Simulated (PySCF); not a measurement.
# C₄H₇F: electronic excitations at several levels of theory

How much do the electronic excitations of C₄H₇F (`C/C=C/CF`) depend on the level of theory, and what does each level cost?

Computed with PySCF 2.14.0, with density-fitted response routines of our own, on a single molecule in the gas phase. Atoms are numbered from 0 throughout.

## Step 1: The starting structure

12 atoms, charge 0, multiplicity 1; geometry from: MMFF94s.

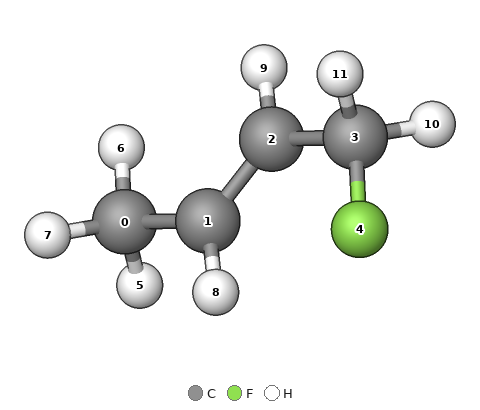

The starting geometry (carbon grey, fluorine green, hydrogen white), atoms numbered.

## Step 2: Optimising the geometry at PBE0-D3(BJ)/def2-SVP

Job settings and geometry (Å):

```
{"job": {"xc": "PBE0", "basis": "def2-SVP", "d3": "d3bj", "grid": 1, "kind": "geom"}, "charge": 0, "multiplicity": 1}
C      1.948229    -0.079045    -0.167725
C      0.517892     0.345822    -0.229506
C     -0.507036    -0.379816     0.245485
C     -1.944012     0.033964     0.190001
F     -2.100035     1.247798    -0.405263
H      2.362470    -0.141104    -1.178618
H      2.069434    -1.055560     0.311617
H      2.530526     0.654031     0.398740
H      0.319687     1.310485    -0.694672
H     -0.313855    -1.343004     0.710442
H     -2.525872    -0.695267    -0.380740
H     -2.357428     0.101696     1.200240
```

The log of the run:

```text
step   0  E = -255.98037764  max force = 0.012819
step   1  E = -255.98126952  max force = 0.001867
step   2  E = -255.98129372  max force = 0.001228
step   3  E = -255.98129706  max force = 0.001053
step   4  E = -255.98130804  max force = 0.000156
step   5  E = -255.98130755  max force = 0.000245
step   6  E = -255.98130724  max force = 0.000126
optimisation converged
```

It took 45 s on 1 thread, shared host.

Relaxation path:

| step | energy from step 0 (eV) | largest force component (eV/Å) |
| --- | --- | --- |
| 0 | 0.0000 | 0.6592 |
| 1 | -0.0243 | 0.0960 |
| 2 | -0.0249 | 0.0631 |
| 3 | -0.0250 | 0.0541 |
| 4 | -0.0253 | 0.0080 |
| 5 | -0.0253 | 0.0126 |
| 6 | -0.0253 | 0.0065 |

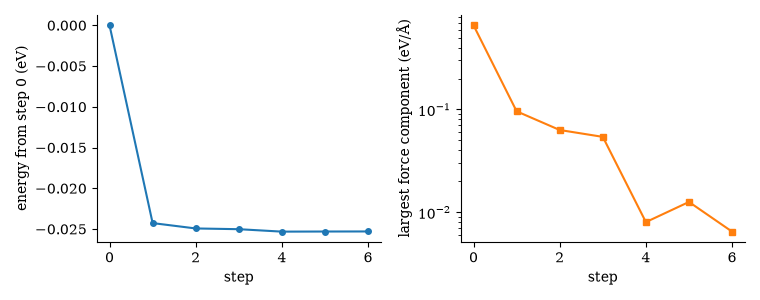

Energy and largest force along the relaxation.

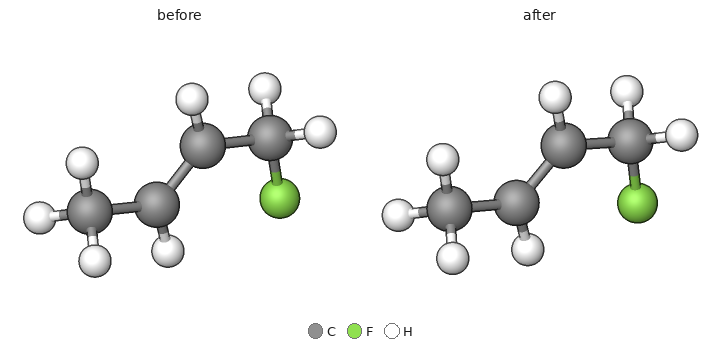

Before and after, at one scale.

Close pairs (by a distance rule), those that changed most:

| bond | before (Å) | after (Å) | change (Å) |
| --- | --- | --- | --- |
| C3–H10 | 1.094 | 1.107 | +0.013 |
| C3–H11 | 1.094 | 1.107 | +0.013 |
| C2–H9 | 1.087 | 1.098 | +0.011 |
| C0–H7 | 1.094 | 1.103 | +0.009 |
| C0–H5 | 1.094 | 1.103 | +0.009 |
| C1–C2 | 1.343 | 1.334 | -0.008 |
| C3–F4 | 1.361 | 1.369 | +0.008 |
| C1–H8 | 1.089 | 1.096 | +0.007 |

The next job starts from the end point, and lists it.

| at the end point | value |
| --- | --- |
| point group (found at 0.08 Å tolerance) | Cs |
| rotational constants (GHz, main isotopes) | 14.855, 2.530, 2.222 |
| dipole moment (D) | 1.55 |

## Step 3: Excited states and response: PBE0/aug-cc-pVDZ

Job settings and geometry (Å):

```
{"job": {"kind": "uv", "xc": "PBE0", "basis": "aug-cc-pVDZ"}, "charge": 0, "multiplicity": 1}
C      1.945940    -0.127805    -0.156791
C      0.523510     0.315520    -0.219318
C     -0.520552    -0.372004     0.246823
C     -1.934170     0.096711     0.171162
F     -2.036776     1.320016    -0.435376
H      2.385529    -0.196121    -1.166060
H      2.049243    -1.109860     0.328145
H      2.562934     0.596302     0.401429
H      0.321436     1.286266    -0.686761
H     -0.376613    -1.349859     0.724300
H     -2.550444    -0.628170    -0.394042
H     -2.370508     0.170219     1.185487
```

With the program's defaults for keys left out, this is: TDDFT PBE0/aug-cc-pVDZ, vertical, gas phase, core orbitals frozen in the response.

The log of the run:

```text
coarse grid: 9776 points
cycle   1  E = -256.1427583223  dE =  4.210e-01  |g| = 4.670e-01  |ddm| = 1.130e+01
cycle   2  E = -256.1130601178  dE =  2.970e-02  |g| = 6.335e-01  |ddm| = 2.960e+00
cycle   3  E = -256.1884285610  dE = -7.537e-02  |g| = 7.769e-02  |ddm| = 1.197e+00
cycle   4  E = -256.1895176278  dE = -1.089e-03  |g| = 3.202e-02  |ddm| = 2.266e-01
cycle   5  E = -256.1897607938  dE = -2.432e-04  |g| = 8.816e-03  |ddm| = 1.009e-01
cycle   6  E = -256.1897777268  dE = -1.693e-05  |g| = 3.095e-03  |ddm| = 2.354e-02
cycle   7  E = -256.1897800400  dE = -2.313e-06  |g| = 2.437e-04  |ddm| = 6.226e-03
final grid: 94040 points
cycle   8  E = -256.1956892468  dE = -2.764e-05  |g| = 7.190e-03  |ddm| = 2.998e-01
cycle   9  E = -256.1956852671  dE =  3.980e-06  |g| = 8.625e-03  |ddm| = 5.875e-02
cycle  10  E = -256.1957024261  dE = -1.716e-05  |g| = 9.969e-04  |ddm| = 2.121e-02
cycle  11  E = -256.1957025936  dE = -1.676e-07  |g| = 1.741e-04  |ddm| = 1.959e-03
cycle  12  E = -256.1957025982  dE = -4.561e-09  |g| = 6.654e-05  |ddm| = 7.196e-04
cycle  13  E = -256.1957025992  dE = -9.733e-10  |g| = 2.906e-05  |ddm| = 1.900e-04
converged SCF energy = -256.1957025992

Static polarisability (au): isotropic 53.955, principal 41.800 49.119 70.946

Singlet excitations
state   eV       nm        f      main configurations
  1   6.1180    202.7   0.00194   H->L 0.98
  2   6.4885    191.1   0.00016   H->L+1 0.94
  3   6.7437    183.9   0.00046   H->L+3 0.93
  4   6.9318    178.9   0.00893   H->L+4 0.93
  5   7.0709    175.3   0.40412   H->L+2 0.89
  6   7.3281    169.2   0.01759   H->L+5 0.84, H->L+7 0.11
  7   7.4838    165.7   0.00917   H->L+6 0.97
  8   7.5048    165.2   0.00809   H->L+7 0.85, H->L+5 0.12
  9   8.0835    153.4   0.01650   H->L+8 0.94
 10   8.2612    150.1   0.00035   H-1->L+2 0.87, H-2->L+2 0.08

Triplet excitations (Tamm-Dancoff, eV): 4.3179 6.0432 6.4206 6.6768
```

Run time: 33 s. Hardware: 1 thread, shared host.

The orbitals next to the gap, with their largest atomic shares:

| orbital | eV | atoms |
| --- | --- | --- |
| HOMO−3 | -10.03 | F4 52 %, C3 25 %, H11 7 % |
| HOMO−2 | -9.97 | C1 26 %, C0 25 %, H8 11 % |
| HOMO−1 | -9.61 | F4 26 %, C2 20 %, C3 20 % |
| HOMO | -7.14 | C2 35 %, C1 34 %, C3 9 % |
| LUMO | 0.01 | H9 19 %, H10 14 %, H6 14 % |
| LUMO+1 | 0.29 | H7 17 %, H5 17 %, H11 13 % |
| LUMO+2 | 0.34 | C1 32 %, C2 30 %, C0 9 % |

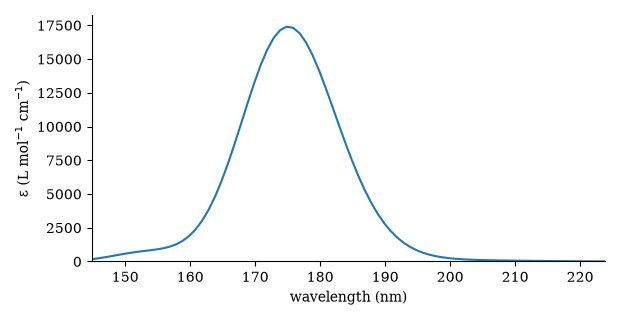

Absorption spectrum: each of the 10 states is a Gaussian band of 0.4 eV half-width at 1/e. Beyond the last state computed it falls off for lack of states.

Further results of this job:

| property | computed |
| --- | --- |
| dipole moment (D) | 1.62 |
| polarisability (Å³) | 8.00 |
| HOMO–LUMO gap (eV) | 7.16 |
| −ε(HOMO) (eV) | 7.14 |

## Step 4: TDDFT and polarisability: PBE0/def2-TZVPD

Settings changed since step 3:

```diff
@@ -1,2 +1,2 @@
-{"job": {"kind": "uv", "xc": "PBE0", "basis": "aug-cc-pVDZ"}, "charge": 0, "multiplicity": 1}
+{"job": {"kind": "uv", "xc": "PBE0", "basis": "def2-TZVPD"}, "charge": 0, "multiplicity": 1}
 C      1.945940    -0.127805    -0.156791
```

Level: TDDFT PBE0/def2-TZVPD, vertical, gas phase, core orbitals frozen in the response.

The log of the run:

```text
coarse grid: 9776 points
cycle   1  E = -256.2198041318  dE =  3.969e-01  |g| = 5.193e-01  |ddm| = 3.367e+00
cycle   2  E = -256.1825387568  dE =  3.727e-02  |g| = 7.200e-01  |ddm| = 1.397e+00
cycle   3  E = -256.2713830214  dE = -8.884e-02  |g| = 8.458e-02  |ddm| = 7.670e-01
cycle   4  E = -256.2725078862  dE = -1.125e-03  |g| = 3.972e-02  |ddm| = 1.106e-01
cycle   5  E = -256.2728647792  dE = -3.569e-04  |g| = 1.026e-02  |ddm| = 4.499e-02
cycle   6  E = -256.2728867409  dE = -2.196e-05  |g| = 3.503e-03  |ddm| = 1.355e-02
cycle   7  E = -256.2728895775  dE = -2.837e-06  |g| = 2.974e-04  |ddm| = 4.663e-03
final grid: 94040 points
cycle   8  E = -256.2666082931  dE = -6.222e-05  |g| = 6.668e-03  |ddm| = 3.429e-01
cycle   9  E = -256.2666060504  dE =  2.243e-06  |g| = 7.455e-03  |ddm| = 2.349e-02
cycle  10  E = -256.2666189470  dE = -1.290e-05  |g| = 9.276e-04  |ddm| = 9.457e-03
cycle  11  E = -256.2666190550  dE = -1.080e-07  |g| = 3.010e-04  |ddm| = 1.443e-03
cycle  12  E = -256.2666190686  dE = -1.367e-08  |g| = 4.564e-05  |ddm| = 3.689e-04
cycle  13  E = -256.2666190689  dE = -2.671e-10  |g| = 3.069e-05  |ddm| = 1.032e-04
converged SCF energy = -256.2666190689

Static polarisability (au): isotropic 53.921, principal 41.645 49.167 70.952

Singlet excitations
state   eV       nm        f      main configurations
  1   6.4438    192.4   0.00278   H->L+1 0.98
  2   6.8469    181.1   0.00023   H->L+2 0.89, H->L+3 0.10
  3   7.0834    175.0   0.00090   H->L+3 0.88, H->L+2 0.10
  4   7.1746    172.8   0.46052   H->L 0.95
  5   7.8550    157.8   0.01670   H->L+4 0.77, H->L+6 0.20
  6   8.0584    153.9   0.00235   H->L+5 0.99
  7   8.0793    153.5   0.03305   H->L+6 0.77, H->L+4 0.21
  8   8.2681    150.0   0.00022   H-1->L 0.89, H-2->L 0.09
  9   8.5202    145.5   0.07866   H->L+7 0.99
 10   8.5428    145.1   0.00641   H->L+8 0.87, H-2->L 0.10

Triplet excitations (Tamm-Dancoff, eV): 4.3102 6.3387 6.7493 6.9866
```

Wall time 55 s (1 thread, shared host).

This run: HOMO -7.16 eV, LUMO 0.37 eV; lowest singlet 6.44 eV.

## Step 5: TDDFT and polarisability: PBE0/6-31+G*

Settings changed since step 4:

```diff
@@ -1,2 +1,2 @@
-{"job": {"kind": "uv", "xc": "PBE0", "basis": "def2-TZVPD"}, "charge": 0, "multiplicity": 1}
+{"job": {"kind": "uv", "xc": "PBE0", "basis": "6-31+G*"}, "charge": 0, "multiplicity": 1}
 C      1.945940    -0.127805    -0.156791
```

With the program's defaults for keys left out, this is: TDDFT PBE0/6-31+G*, vertical, gas phase, core orbitals frozen in the response.

The log of the run:

```text
coarse grid: 9776 points
cycle   1  E = -256.1525074590  dE =  4.101e-01  |g| = 4.631e-01  |ddm| = 3.231e+00
cycle   2  E = -256.1263800920  dE =  2.613e-02  |g| = 6.168e-01  |ddm| = 1.343e+00
cycle   3  E = -256.1987479853  dE = -7.237e-02  |g| = 7.709e-02  |ddm| = 8.485e-01
cycle   4  E = -256.1998431198  dE = -1.095e-03  |g| = 3.036e-02  |ddm| = 1.467e-01
cycle   5  E = -256.2000614385  dE = -2.183e-04  |g| = 8.538e-03  |ddm| = 5.259e-02
cycle   6  E = -256.2000779405  dE = -1.650e-05  |g| = 2.738e-03  |ddm| = 1.491e-02
cycle   7  E = -256.2000797352  dE = -1.795e-06  |g| = 2.246e-04  |ddm| = 5.034e-03
final grid: 94040 points
cycle   8  E = -256.1705228518  dE = -2.252e-05  |g| = 7.456e-03  |ddm| = 6.558e-02
cycle   9  E = -256.1705182087  dE =  4.643e-06  |g| = 9.176e-03  |ddm| = 2.232e-02
cycle  10  E = -256.1705367815  dE = -1.857e-05  |g| = 1.043e-03  |ddm| = 1.225e-02
cycle  11  E = -256.1705369777  dE = -1.962e-07  |g| = 1.461e-04  |ddm| = 1.363e-03
cycle  12  E = -256.1705369804  dE = -2.671e-09  |g| = 7.916e-05  |ddm| = 2.939e-04
cycle  13  E = -256.1705369820  dE = -1.545e-09  |g| = 2.152e-05  |ddm| = 1.583e-04
cycle  14  E = -256.1705369821  dE = -1.145e-10  |g| = 3.491e-06  |ddm| = 4.427e-05
converged SCF energy = -256.1705369821

Static polarisability (au): isotropic 49.153, principal 37.691 44.050 65.718

Singlet excitations
state   eV       nm        f      main configurations
  1   6.5340    189.8   0.00344   H->L+1 0.97
  2   6.8195    181.8   0.00107   H->L+2 0.90, H->L+3 0.09
  3   7.1157    174.2   0.00144   H->L+3 0.89, H->L+2 0.09
  4   7.1923    172.4   0.38575   H->L 0.92
  5   7.5183    164.9   0.02430   H->L+4 0.97
  6   7.6797    161.4   0.01277   H->L+5 0.82, H->L+6 0.15
  7   7.8613    157.7   0.01432   H->L+6 0.83, H->L+5 0.15
  8   8.3518    148.5   0.01334   H->L+7 0.95
  9   8.3924    147.7   0.00010   H-1->L 0.90, H-2->L 0.08
 10   8.5375    145.2   0.03539   H->L+8 0.85, H->L+9 0.11

Triplet excitations (Tamm-Dancoff, eV): 4.3278 6.4356 6.7279 7.0176
```

It took 17 s on 1 thread, shared host.

This run: HOMO -7.13 eV, LUMO 0.44 eV; lowest singlet 6.53 eV.

## Step 6: Side by side: electronic excitations

Excitations and ground-state properties, with basis size and wall time:

| run | lowest singlet (eV) | brightest (eV) | f | gap (eV) | α (Å³) | μ (D) | functions | time |
| --- | --- | --- | --- | --- | --- | --- | --- | --- |
| PBE0/aug-cc-pVDZ | 6.12 | 7.07 | 0.404 | 7.16 | 8.00 | 1.62 | 178 | 33 s |
| PBE0/def2-TZVPD | 6.44 | 7.17 | 0.461 | 7.53 | 7.99 | 1.62 | 251 | 55 s |
| PBE0/6-31+G* | 6.53 | 7.19 | 0.386 | 7.57 | 7.28 | 1.73 | 104 | 17 s |

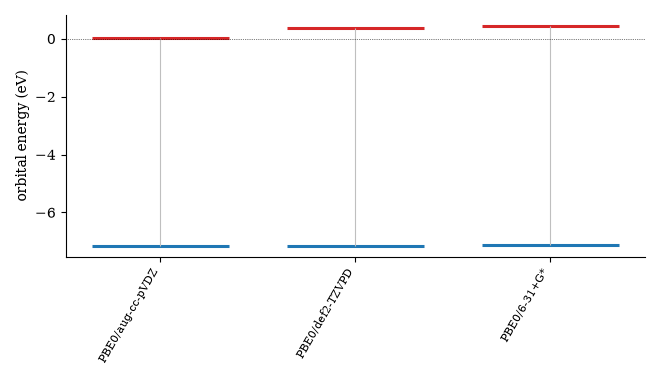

HOMO (blue) and LUMO (red) run by run.

## Step 7: What came out

```
                                quantity                        value
                             point group                           Cs
    rotational constants (main isotopes)        14.86, 2.53, 2.22 GHz
       lowest singlet (PBE0/aug-cc-pVDZ)  6.12 eV (203 nm), f = 0.002
brightest single state of those computed  state 5, 7.07 eV, f = 0.404
                          lowest triplet                      4.32 eV
             range of the lowest singlet              6.12 to 6.53 eV
```

In words: Single values in the summary come from the first run of each kind that ended normally (PBE0/aug-cc-pVDZ), which need not be the best level. Over 6 steps the energy fell by 0.025 eV; of the close pairs, C3–H10 changed most, 1.094 to 1.107 Å. The first singlet state (HOMO→LUMO 0.98) lies at 6.12 eV and is weak; of the 10 states computed, the strongest absorption comes from state 5 at 7.07 eV. The lowest triplet lies 1.80 eV below the lowest singlet (triplets in Tamm-Dancoff, singlets in full TDDFT). The lowest singlet runs from 6.12 eV (PBE0/aug-cc-pVDZ) to 6.53 eV (PBE0/6-31+G*), while the orbital gap spans 7.16 to 7.57 eV. The lowest state need not be the same one in every run.
